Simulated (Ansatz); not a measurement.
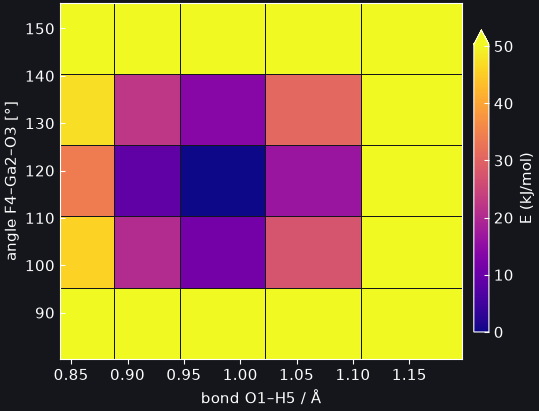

Energy landscape of FGaH2O2, SMILES [OH][Ga]([OH])[F]. Two internal coordinates are moved rigidly from the geometry relaxed at PBE0-D4/def2-TZVP, all others fixed. First axis: bond O1–H5. Second axis: angle F4–Ga2–O3. Grid: 5 × 5 points. Energies are in kJ/mol, from the lowest grid point. Theory: Ansatz, RKS PBE-D4/def2-TZVPP.

Drawn: one coloured cell a grid point, one colour for all values above the top of the scale. 

Q: Where are the wells?

A: The lowest grid point is at bond O1–H5 = 0.981 Å, angle F4–Ga2–O3 = 117.8°. It is the only kind of minimum in the scanned range. The highest grid point, bond O1–H5 = 1.152 Å, angle F4–Ga2–O3 = 147.8°, lies 116 kJ/mol above the lowest. Round the minimum the two coordinates are nearly uncoupled.
